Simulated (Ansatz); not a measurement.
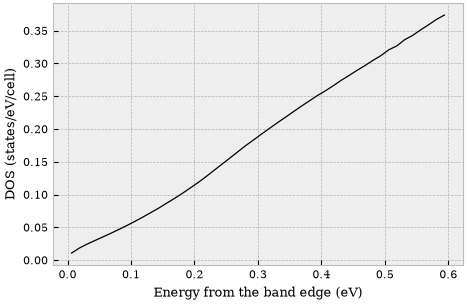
*Density of states of GaAs (F-43m) below the valence band maximum, PBEsol with spin-orbit coupling, rigid bands (Ansatz, an electronic-structure program); cell volume 45.3 Å³.*

Question: What effective density of states at 300 K does this give (∫ g(E) exp(−E/k_BT) dE, both spins, divided by the cell's size)?

Answer: 1.2e19 cm⁻³, a density-of-states mass of 0.61 mₑ, valleys and band degeneracy included.

Geometry: cell and atoms relaxed with PBEsol.
